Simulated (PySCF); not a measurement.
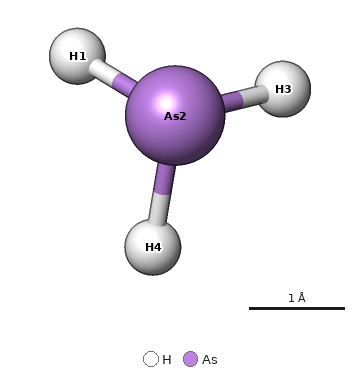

**Figure 1.** The structure as given in the input (ball-and-stick view, seen at a tilt; atoms are numbered from 1 in the order of the input). Bond lengths as drawn: As–H 1.52 Å.

**What a change does: single-point calculation on AsH$_{3}$**

System: AsH$_{3}$.
Method of the first run: RKS PBE-D4/def2-TZVPP, density fitting (PySCF 2.14.0).

The geometry comes from this level: PBE0-D4/def2-TZVP. Text and figures count atoms from 1; the logs count them from 0 in places.

**Input file, the first run**
```python
import json, numpy as np
from pyscf import gto, scf, dft, mp, cc
EV, BOHR = 27.211386245988, 0.529177210903
mol = gto.M(atom="""
H 0.247116 0.566170 1.103214
As 0.026396 -0.439443 2.224370
H 0.923130 -1.467912 1.550651
H -1.215738 -1.000613 1.547822
""", basis="def2-tzvpp", charge=0, spin=0, max_memory=8670, verbose=0)
def mean_field(mol, dm=None):
    mf = dft.RKS(mol, xc="pbe").density_fit()
    mf.conv_tol = 1e-9; mf.grids.level = 4
    mf.kernel(dm0=dm)
    if not mf.converged: mf = mf.newton().run(mf.mo_coeff, mf.mo_occ)
    assert mf.converged
    return mf
def d4(mol):
    from pyscf.dispersion.dftd4 import DFTD4Dispersion
    real = gto.M(atom=[(mol.atom_pure_symbol(i), mol.atom_coord(i)) for i in range(4)], unit='B', charge=mol.charge, spin=None, basis='def2-svp', verbose=0)
    r = DFTD4Dispersion(real, xc="pbe", atm=True).get_dispersion(grad=True); return r["energy"], r["gradient"]
def energy_and_gradient(mol, dm=None):
    mf = mean_field(mol, dm); e, g = d4(mol)
    return mf, (mf.e_tot + e) * EV, (mf.nuc_grad_method().kernel()[:4] + g) * EV / BOHR
out = {}
mf = mean_field(mol); e = d4(mol)[0]
out.update(energy=(mf.e_tot + e) * EV, converged=True, dispersion=e * EV)
out['s2'] = mf.spin_square()[0]; out['nelec'] = mol.nelec
print(f"Total energy {out['energy']:.6f} eV, <S^2> {out['s2']:.4f}")
json.dump(out, open("out.json", "w"), default=float)
```

Command:
```bash
OMP_NUM_THREADS=4 python run.py
```

Hardware: 4 threads of Arm Neoverse V1, 23 GiB of memory available, shared host.

**Output (the first run)**
```
Total energy -60880.545230 eV, <S^2> 0.0000
```

The input of the second run differs as follows (lines with − go, lines with + come):
```diff
-    mf = dft.RKS(mol, xc="pbe").density_fit()
+    mf = dft.RKS(mol, xc="pbe0").density_fit()
-    r = DFTD4Dispersion(real, xc="pbe", atm=True).get_dispersion(grad=True); return r["energy"], r["gradient"]
+    r = DFTD4Dispersion(real, xc="pbe0", atm=True).get_dispersion(grad=True); return r["energy"], r["gradient"]
```

What does this change do to the results?

The total energies belong to different models, so their difference says nothing on which is more stable or more accurate. The functional changes from PBE to PBE0.

**Output (the second run)**
```
Total energy -60882.392889 eV, <S^2> 0.0000
```

**The two runs side by side**

| quantity | the first run | the second run |
| --- | --- | --- |
| outcome | converged | converged |
| total energy (hartree) | −2237.318771 | −2237.386671 |
| basis functions | 90 | 90 |
| wall time (shared host) | 2.2 s | 2.1 s |
